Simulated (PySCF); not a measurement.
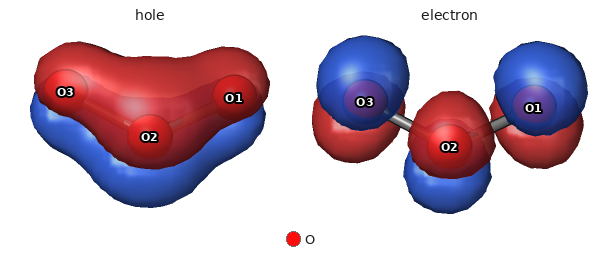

Figure 1: O3, SMILES `[O-][O+]=O`. Leading natural transition orbital pair of T₃ (full linear response triplet states); the surfaces enclose about 78 % of each orbital's density.

Method: CAM-B3LYP/def2-SVP; geometry: GFN2-xTB; program: PySCF. No frequency check shows the geometry to be a minimum. Without diffuse functions Rydberg states are missing, so the states' numbers hold for this basis only.

Q: Where does the state lie, and where do hole and electron sit?

A: 7.93 eV (156 nm), spin-forbidden from the singlet ground state; the leading pair carries 100 %; hole on O2 (61 %) and O1 and O3 (20 % each), electron on O2 (35 %) and O1 and O3 (32 % each); their centroids lie 0.2 Å apart. The HOMO–LUMO gap is 7.49 eV.
